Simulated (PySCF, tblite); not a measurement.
**C5H10OS2Si: geometry, infrared bands and NMR shifts**

Wanted: the infrared bands and NMR shifts of C5H10OS2Si (`CS/C=C/[Si@@H]1OCCS1`), by calculation.

Computed with tblite 0.8.0 and PySCF 2.14.0, with density-fitted response routines of our own, on a single molecule in the gas phase. Atoms count from 0, in the outputs and in this text.

### Step 1. The starting structure

19 atoms, charge 0, multiplicity 1; geometry from: force field or distance geometry start.

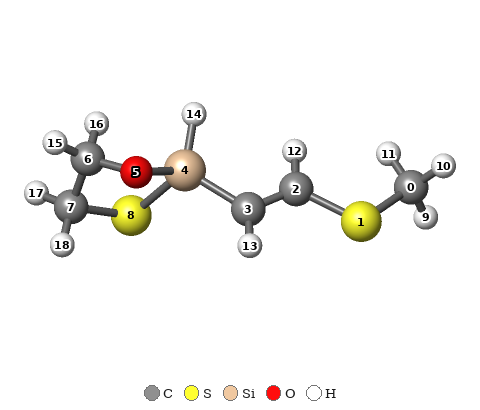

As it starts; carbon grey, sulfur yellow, silicon light orange, oxygen red, hydrogen white, atoms numbered.

### Step 2. Relaxing the molecule with GFN2-xTB

What the job is given:

```
{"job": {"kind": "relax", "xc": "GFN2-xTB", "basis": "xTB"}, "charge": 0, "multiplicity": 1}
C      4.649600     0.032400    -0.542900
S      3.154900    -0.412600    -1.535000
C      1.758200    -0.191200    -0.455800
C      0.486300    -0.218900    -0.900200
Si    -0.834500     0.028900     0.353400
O     -2.275900    -0.888200     0.000000
C     -3.223900    -0.188200     0.756000
C     -3.501100     1.117500     0.097000
S     -1.849000     1.922500     0.100300
H      5.108400     0.915200    -0.973900
H      5.309000    -0.835300    -0.424000
H      4.316900     0.315300     0.504400
H      1.937200    -0.003400     0.621300
H      0.311500    -0.406400    -1.942000
H     -0.405700    -0.145600     1.726600
H     -4.120000    -0.793200     0.981700
H     -2.786600     0.057700     1.763300
H     -4.134700     1.704300     0.784200
H     -3.910400     1.028700    -0.922000
```

Command:

```console
$ OMP_NUM_THREADS=1 python probes_run.py task.json out
```

This one command runs all jobs of the session in turn.

The program printed:

```text
step      E/eV     max force
  0    -764.56740    2.327
  1    -764.80789    1.428
  2    -764.90528    0.987
  3    -764.95590    0.814
  4    -765.04241    0.549
  5    -765.07265    0.559
  6    -765.10697    0.423
  7    -765.12328    0.373
  8    -765.14418    0.314
  9    -765.16398    0.394
 10    -765.18468    0.367
 11    -765.19893    0.275
 12    -765.20917    0.226
 13    -765.21997    0.302
 14    -765.23385    0.309
 15    -765.24637    0.279
 16    -765.25488    0.265
 17    -765.26203    0.245
 18    -765.26991    0.255
 19    -765.27752    0.219
 20    -765.28345    0.174
 21    -765.28739    0.158
 22    -765.29080    0.158
 23    -765.29494    0.173
 24    -765.29894    0.192
 25    -765.30171    0.150
 26    -765.30359    0.125
 27    -765.30540    0.123
 28    -765.30720    0.127
 29    -765.30884    0.118
 30    -765.31017    0.114
 31    -765.31136    0.091
 32    -765.31262    0.080
 33    -765.31388    0.092
 34    -765.31518    0.116
 35    -765.31678    0.120
 36    -765.31860    0.106
 37    -765.32048    0.095
 38    -765.32225    0.099
 39    -765.32404    0.110
 40    -765.32629    0.120
 41    -765.32907    0.113
 42    -765.33155    0.101
 43    -765.33327    0.098
 44    -765.33473    0.107
 45    -765.33632    0.111
 46    -765.33820    0.110
 47    -765.34000    0.094
 48    -765.34137    0.077
 49    -765.34246    0.084
 50    -765.34360    0.093
 51    -765.34487    0.096
 52    -765.34611    0.121
 53    -765.34727    0.089
 54    -765.34819    0.060
 55    -765.34895    0.055
 56    -765.34963    0.055
 57    -765.35014    0.049
 58    -765.35061    0.068
 59    -765.35115    0.066
 60    -765.35177    0.058
 61    -765.35227    0.050
 62    -765.35267    0.053
 63    -765.35307    0.051
 64    -765.35357    0.061
 65    -765.35413    0.068
 66    -765.35464    0.050
 67    -765.35505    0.056
 68    -765.35543    0.046
 69    -765.35588    0.052
 70    -765.35639    0.060
 71    -765.35687    0.055
 72    -765.35724    0.052
 73    -765.35753    0.049
 74    -765.35785    0.042
 75    -765.35822    0.046
 76    -765.35857    0.043
 77    -765.35884    0.032
 78    -765.35903    0.030
 79    -765.35919    0.033
 80    -765.35933    0.034
 81    -765.35943    0.022
 82    -765.35951    0.023
 83    -765.35960    0.023
 84    -765.35971    0.036
 85    -765.35985    0.039
 86    -765.35998    0.026
 87    -765.36008    0.020
 88    -765.36015    0.019
 89    -765.36023    0.023
 90    -765.36037    0.039
 91    -765.36057    0.047
 92    -765.36083    0.046
 93    -765.36117    0.052
 94    -765.36169    0.060
 95    -765.36269    0.110
 96    -765.36427    0.205
 97    -765.36564    0.246
 98    -765.36774    0.185
 99    -765.36918    0.168
100    -765.37064    0.066
101    -765.37133    0.116
102    -765.37216    0.084
103    -765.37349    0.055
104    -765.37394    0.044
105    -765.37470    0.065
106    -765.37551    0.095
107    -765.37640    0.101
108    -765.37754    0.063
109    -765.37856    0.078
110    -765.37923    0.070
111    -765.38038    0.067
112    -765.38166    0.069
113    -765.38198    0.107
114    -765.38326    0.070
115    -765.38389    0.063
116    -765.38452    0.055
117    -765.38525    0.061
118    -765.38608    0.056
119    -765.38661    0.053
120    -765.38701    0.056
121    -765.38753    0.052
122    -765.38835    0.060
123    -765.38921    0.070
124    -765.39004    0.074
125    -765.39073    0.084
126    -765.39138    0.081
127    -765.39218    0.070
128    -765.39345    0.060
129    -765.39422    0.058
130    -765.39494    0.057
131    -765.39531    0.041
132    -765.39558    0.029
133    -765.39574    0.029
134    -765.39584    0.021
135    -765.39590    0.032
136    -765.39597    0.030
137    -765.39609    0.024
138    -765.39618    0.022
139    -765.39629    0.025
140    -765.39643    0.029
141    -765.39667    0.039
142    -765.39697    0.045
143    -765.39730    0.036
144    -765.39772    0.029
145    -765.39794    0.026
146    -765.39806    0.019
147    -765.39815    0.017
148    -765.39825    0.020
149    -765.39837    0.024
150    -765.39849    0.023
151    -765.39856    0.014
152    -765.39859    0.011
153    -765.39861    0.009
```

It took 2.8 s on 1 thread of Arm Neoverse N1, shared host; peak memory 0.18 GiB.

Relaxation path: (not every step is listed)

```csv
step,energy from step 0 (eV),largest force (eV/Å)
0,0.0000,2.3273
1,-0.2405,1.4282
2,-0.3379,0.9871
3,-0.3885,0.8142
4,-0.4750,0.5486
5,-0.5052,0.5587
6,-0.5396,0.4229
7,-0.5559,0.3728
8,-0.5768,0.3137
22,-0.7234,0.1579
36,-0.7512,0.1058
50,-0.7762,0.0931
64,-0.7862,0.0611
78,-0.7916,0.0303
92,-0.7934,0.0456
106,-0.8081,0.0948
120,-0.8196,0.0562
134,-0.8284,0.0208
148,-0.8308,0.0201
149,-0.8310,0.0237
150,-0.8311,0.0225
151,-0.8312,0.0143
152,-0.8312,0.0110
153,-0.8312,0.0095
```

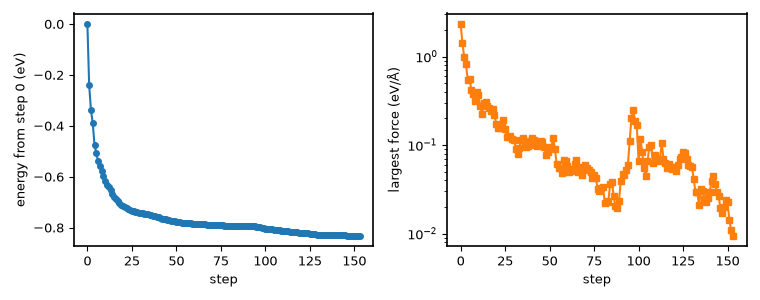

Energy and largest force along the relaxation.

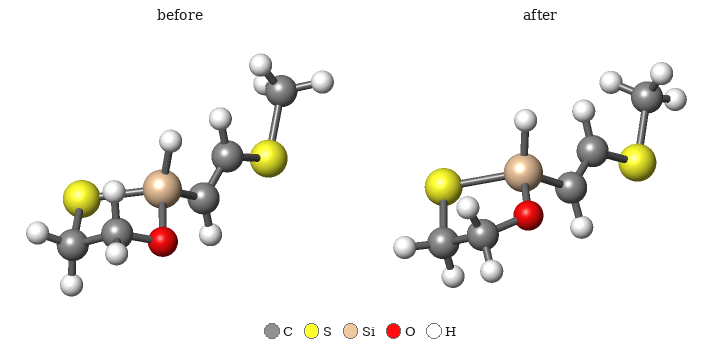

The geometry before (left) and after (right).

Close pairs (by a distance rule), those that changed most:

```csv
bond,before (Å),after (Å),change (Å)
Si4–O5,1.745,1.629,-0.116
C0–H11,1.135,1.086,-0.049
S1–C2,1.779,1.746,-0.033
C6–C7,1.489,1.521,+0.032
C0–S1,1.848,1.819,-0.030
C2–H12,1.108,1.079,-0.029
C6–H16,1.125,1.096,-0.029
C3–Si4,1.838,1.860,+0.022
```

The final coordinates are the input of the step that follows.

### Step 3. Vibrational analysis with GFN2-xTB

What the job is given:

```
{"job": {"kind": "ir", "xc": "GFN2-xTB", "basis": "xTB"}, "charge": 0, "multiplicity": 1}
C      4.508236    -0.023775    -0.687793
S      3.012267    -0.581606    -1.559041
C      1.797118    -0.144875    -0.383605
C      0.489709    -0.306140    -0.563946
Si    -0.748734     0.195364     0.729505
O     -2.036239    -0.796596     0.620743
C     -3.301269    -0.212778     0.722028
C     -3.331627     1.112029    -0.024676
S     -1.815889     2.042128     0.379415
H      4.451516     1.048528    -0.525532
H      5.351971    -0.259190    -1.328070
H      4.598148    -0.553845     0.255664
H      2.199016     0.272061     0.526244
H      0.148341    -0.730071    -1.498953
H     -0.235276     0.270387     2.092381
H     -4.028318    -0.911285     0.297275
H     -3.539789    -0.049400     1.779294
H     -4.188324     1.715674     0.264389
H     -3.340663     0.952967    -1.102783
```

The program printed:

```text
mode    cm-1     km/mol
  1      17.9      3.56
  2      55.6      2.35
  3      61.8      3.59
  4     108.5      0.56
  5     117.4      3.39
  6     135.2      1.62
  7     180.9     10.77
  8     203.4      1.37
  9     216.8      1.97
 10     260.9      8.25
 11     341.0     17.63
 12     372.5     11.96
 13     493.4     48.59
 14     536.6     27.42
 15     619.1    102.52
 16     669.0     33.76
 17     688.5    191.53
 18     708.8     92.11
 19     729.8      9.37
 20     786.5    131.98
 21     796.2     85.10
 22     858.1     20.75
 23     863.3     45.53
 24     941.3      0.07
 25     957.6      7.51
 26     970.1     21.74
 27     984.7     30.20
 28    1013.4      3.24
 29    1104.3    126.36
 30    1152.7     60.48
 31    1170.9     10.69
 32    1189.4      4.20
 33    1247.3     16.84
 34    1267.7     28.11
 35    1316.3      0.23
 36    1320.9      7.78
 37    1445.4      2.13
 38    1445.7     10.77
 39    1450.1      7.65
 40    1479.9      0.63
 41    1606.5    404.98
 42    2293.2    226.80
 43    2918.7     40.31
 44    2952.6     40.44
 45    2985.3     17.22
 46    3024.2      9.58
 47    3030.9      3.91
 48    3037.6      7.42
 49    3052.7      4.55
 50    3064.0      0.73
 51    3075.9     20.74
```

Wall time 1.8 s (1 thread of Arm Neoverse N1, shared host); peak memory 0.18 GiB.

The strongest bands and the atoms that carry them (share of the mass-weighted mode):

```csv
cm⁻¹,km/mol,atoms
619,102.5,H14 82 %
688,191.5,"H14 57 %, C7 18 %"
709,92.1,"C7 33 %, H14 29 %, S8 18 %"
786,132.0,"O5 36 %, Si4 26 %, C2 10 %"
796,85.1,"C2 35 %, C3 22 %, H13 11 %"
1104,126.4,"C6 41 %, O5 29 %, C7 14 %"
1606,405.0,"C3 51 %, C2 47 %"
2293,226.8,H14 97 %
```

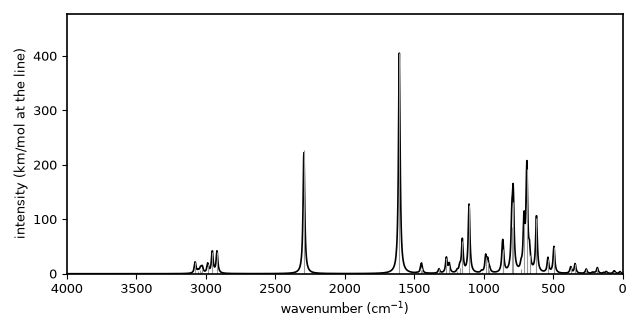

The infrared spectrum from these modes, unscaled. Lines are broadened to a width of 14 cm⁻¹ (Lorentzian).

### Step 4. Shielding tensors: PBE0/pcSseg-1

Settings changed since step 3:

```diff
@@ -1,2 +1,2 @@
-{"job": {"kind": "ir", "xc": "GFN2-xTB", "basis": "xTB"}, "charge": 0, "multiplicity": 1}
+{"job": {"kind": "nmr", "xc": "PBE0", "basis": "pcSseg-1"}, "charge": 0, "multiplicity": 1}
 C      4.508236    -0.023775    -0.687793
```

Level: GIAO PBE0/pcSseg-1 NMR shielding, non-relativistic, gas phase.

The program printed:

```text
coarse grid: 17592 points
cycle   1  E = -1356.7301260130  dE =  1.218e+00  |g| = 7.042e-01  |ddm| = 4.128e+00
cycle   2  E = -1356.6169628772  dE =  1.132e-01  |g| = 1.052e+00  |ddm| = 1.598e+00
cycle   3  E = -1356.8263368922  dE = -2.094e-01  |g| = 1.212e-01  |ddm| = 1.082e+00
cycle   4  E = -1356.8295146865  dE = -3.178e-03  |g| = 4.110e-02  |ddm| = 1.835e-01
cycle   5  E = -1356.8299104735  dE = -3.958e-04  |g| = 1.261e-02  |ddm| = 5.580e-02
cycle   6  E = -1356.8299443592  dE = -3.389e-05  |g| = 5.415e-03  |ddm| = 1.507e-02
cycle   7  E = -1356.8299511228  dE = -6.764e-06  |g| = 1.110e-03  |ddm| = 5.142e-03
final grid: 156392 points
cycle   8  E = -1356.8990983804  dE = -2.634e-05  |g| = 1.329e-02  |ddm| = 3.410e-02
cycle   9  E = -1356.8990594478  dE =  3.893e-05  |g| = 1.888e-02  |ddm| = 2.570e-02
cycle  10  E = -1356.8991365543  dE = -7.711e-05  |g| = 1.417e-03  |ddm| = 1.594e-02
cycle  11  E = -1356.8991369652  dE = -4.110e-07  |g| = 2.855e-04  |ddm| = 1.351e-03
cycle  12  E = -1356.8991369842  dE = -1.893e-08  |g| = 9.677e-05  |ddm| = 4.127e-04
cycle  13  E = -1356.8991369862  dE = -2.025e-09  |g| = 4.295e-05  |ddm| = 1.154e-04
cycle  14  E = -1356.8991369866  dE = -4.384e-10  |g| = 1.011e-05  |ddm| = 4.494e-05
converged SCF energy = -1356.8991369866

GIAO shielding tensors (ppm)
atom      isotropic    diamagn.    paramagn.     s11        s22        s33       span
  0 C      165.706     250.768     -85.062    144.438    165.011    187.669     43.231
  1 S      456.072    1056.865    -600.793    241.565    437.046    689.604    448.038
  2 C       25.773     259.381    -233.608    -87.612     34.949    129.981    217.592
  3 C       60.436     260.282    -199.846    -39.914     61.431    159.792    199.706
  4 Si     340.863     880.313    -539.449    306.321    329.224    387.044     80.723
  5 O      283.025     399.191    -116.166    233.864    270.949    344.260    110.396
  6 C      116.731     238.798    -122.066     80.857    115.511    153.826     72.969
  7 C      150.058     253.684    -103.626    119.742    163.552    166.881     47.138
  8 S      645.005    1059.339    -414.334    537.422    591.727    805.866    268.444
  9 H       29.262      29.588      -0.326     24.139     27.732     35.915     11.776
 10 H       29.786      26.690       3.096     24.978     26.651     37.731     12.753
 11 H       29.287      29.425      -0.138     24.375     27.598     35.888     11.513
 12 H       25.273      36.229     -10.956     21.694     22.671     31.453      9.758
 13 H       25.804      33.383      -7.579     22.613     23.774     31.026      8.413
 14 H       26.051      30.546      -4.495     21.993     24.283     31.877      9.884
 15 H       27.259      26.371       0.887     22.007     26.103     33.666     11.660
 16 H       28.060      27.241       0.818     22.461     26.202     35.517     13.056
 17 H       29.037      28.350       0.687     23.200     26.509     37.400     14.200
 18 H       28.598      31.204      -2.606     22.678     26.271     36.845     14.167
```

It took 1.8 min on 1 thread of Arm Neoverse N1, shared host; peak memory 1 GiB.

Shifts follow as δ = σ(reference) − σ, with reference shieldings (ppm) from runs at the same level and on the same kind of geometry: 1H TMS 31.72, 13C TMS 186.9, 29Si TMS 349.2, 17O H2O 336.1, 33S CS2 504. The references are single molecules in the gas phase, so shifts against H2O, NH3, PH3, H3PO4 or CFCl3 are not on the usual liquid scales and can be off by tens of ppm. Atoms listed in one row are averaged.

```csv
atoms,environment,σ (ppm),δ (ppm),δ scaled to CDCl3
C2,alkene CH,25.8,161.2,151.0
C3,alkene CH,60.4,126.5,121.5
C6,sp3 CH2 bonded to O,116.7,70.2,66.6
C7,sp3 CH2 bonded to S,150.1,36.9,29.7
C0,methyl carbon bonded to S,165.7,21.2,14.4
H12,hydrogen on an alkene CH,25.27,6.44,6.18
H13,hydrogen on an alkene CH,25.80,5.91,5.68
H14,"hydrogen on a silicon bonded to C, O, S, in a 5-membered ring",26.05,5.67,–
H15,hydrogen on an sp3 CH2 bonded to O,27.26,4.46,4.31
H16,hydrogen on an sp3 CH2 bonded to O,28.06,3.66,3.55
H18,hydrogen on an sp3 CH2 bonded to S,28.60,3.12,3.05
H17,hydrogen on an sp3 CH2 bonded to S,29.04,2.68,2.63
"H9, H10, H11",hydrogen on a methyl carbon bonded to S,29.45,2.27,2.25
S1,sulfide sulfur,456,48,–
S8,"sulfur bonded to C, Si, in a 5-membered ring",645,-141,–
Si4,"silicon bonded to C, O, S, H, in a 5-membered ring",340.9,8.3,–
O5,"oxygen bonded to C, Si, in a 5-membered ring",283.0,53.1,–
```

The scaled column applies a straight-line fit of computed shieldings to shifts measured in CDCl3, with any fitted terms for Cl, Br or S neighbours (root-mean-square error 0.16 ppm for H, 1.9 ppm for C).

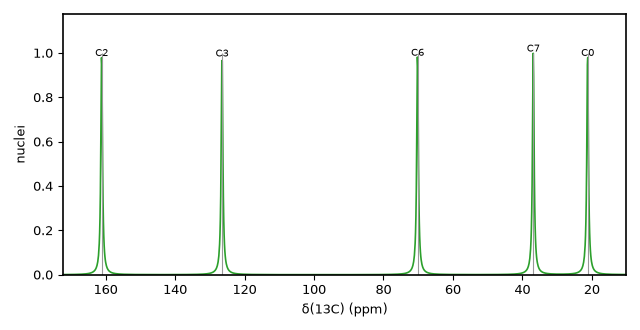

13C lines at the computed shifts, without couplings. Lines are broadened to a width of 0.56 ppm (Lorentzian).

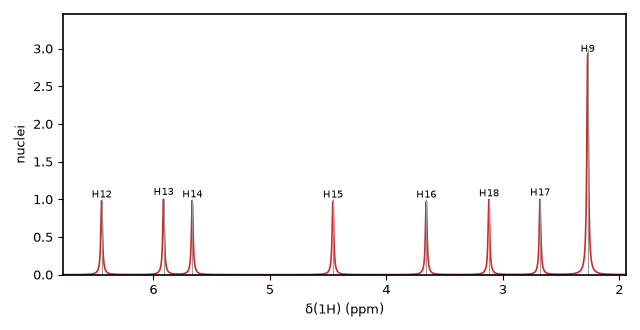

1H lines at the computed shifts, without couplings. Lines are broadened to a width of 0.02 ppm (Lorentzian).

Charges from the same density, by scheme (e):

```csv
atoms,Mulliken,IAO,Hirshfeld,ESP fit
C0,-0.40,-0.51,-0.11,-0.42
S1,0.07,0.18,0.04,-0.11
C2,-0.28,-0.23,-0.05,0.07
C3,-0.36,-0.49,-0.17,-0.74
Si4,0.95,1.06,0.38,0.93
O5,-0.61,-0.64,-0.23,-0.43
C6,0.09,-0.05,0.00,-0.06
C7,-0.36,-0.35,-0.08,-0.21
S8,-0.31,-0.24,-0.13,-0.37
```

IAO charges:

C0 -0.51; S1 0.18; C2 -0.23; C3 -0.49; Si4 1.06; O5 -0.64; C6 -0.05; C7 -0.35; S8 -0.24; H9 0.16; H10 0.17; H11 0.16; H12 0.15; H13 0.16; H14 -0.15; H15 0.15; H16 0.13; H17 0.17; H18 0.15

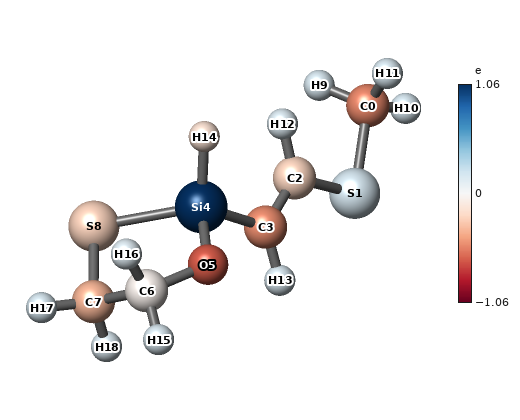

IAO charges, as colours on the atoms.

Mayer bond orders: C0–S1 0.99, S1–C2 1.06, C2–C3 1.79, C3–Si4 0.91, Si4–O5 0.98, O5–C6 0.90, C6–C7 1.02, C7–S8 0.99, S8–Si4 0.94.

Ring of atoms Si4, O5, C6, C7, S8: NICS(0) -8.5, NICS(1) -4.1, NICS(1)zz -4.7 ppm (means of both faces).

Orbitals, density, ELF and potential are computed afterwards from the orbital file.

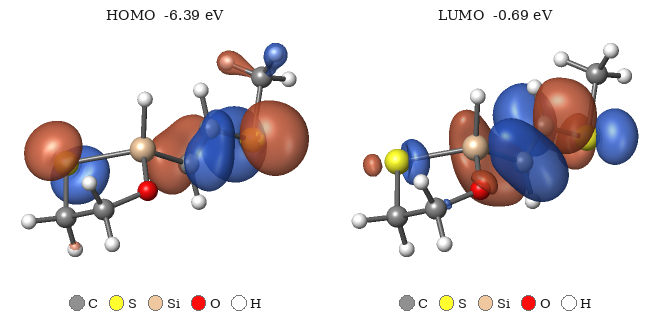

PBE0/pcSseg-1 orbitals near the gap, drawn at the value that encloses 70 % of each; the two colours are the two signs.

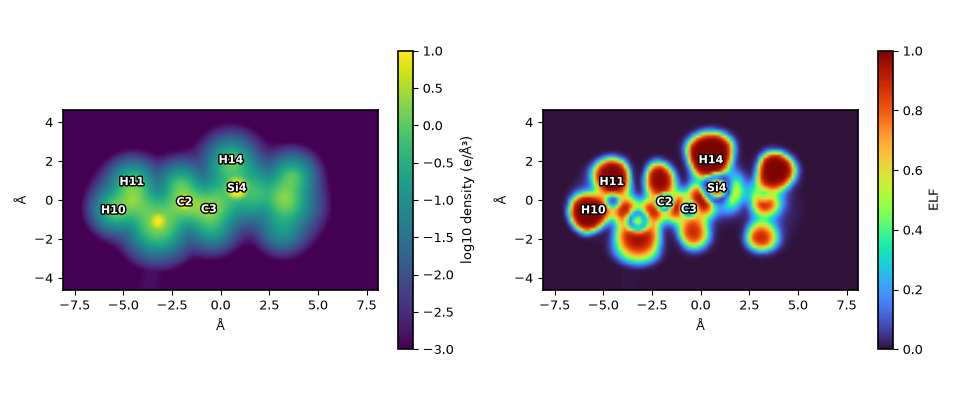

Density (left) and ELF (right) in a plane through or near 6 of the atoms.

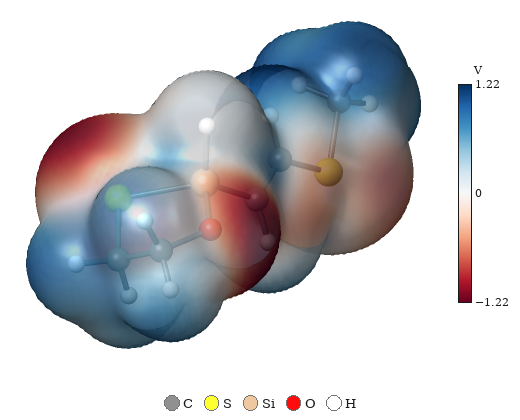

Electrostatic potential on the surface of density 0.002 e/bohr³; red is low, blue high. It runs from -1.22 V near O5 to 1.22 V near H12.

### Step 5. Summary of results

```
                                                              quantity                                               value
                             strongest single infrared mode (GFN2-xTB)                               1606 cm⁻¹, 405 km/mol
                                          zero-point energy (GFN2-xTB)                                       87.7 kcal/mol
                                13C shifts against TMS (PBE0/pcSseg-1)                  161.2, 126.5, 70.2, 36.9, 21.2 ppm
1H shifts against TMS (PBE0/pcSseg-1, means over atoms taken as alike)  6.44, 5.91, 5.67, 4.46, 3.66, 3.12, 2.68, 2.27 ppm
                                33S shifts against CS2 (PBE0/pcSseg-1)                                        48, -141 ppm
                               29Si shifts against TMS (PBE0/pcSseg-1)                                             8.3 ppm
                                17O shifts against H2O (PBE0/pcSseg-1)                                            53.1 ppm
                                 surface potential, least and greatest                                  -1.22 V and 1.22 V
```

What this shows: Relaxing lowered the energy by 0.831 eV in 153 steps; the close pair that moved most is Si4–O5, from 1.745 to 1.629 Å. All 51 modes are real, so the xTB geometry is a minimum. The strongest single mode, at 1606 cm⁻¹, moves mainly C3 and C2. Unscaled tight-binding wavenumbers are off by several per cent, some by more. Its intensities can rank the bands wrongly. At PBE0/pcSseg-1: The widest tensor belongs to S1: span 448 ppm, with a paramagnetic part of -601 ppm. By nearest atom (PBE0/pcSseg-1), the HOMO sits on S1 43 %; S8 19 % and the LUMO on C2 30 %; C3 23 %.
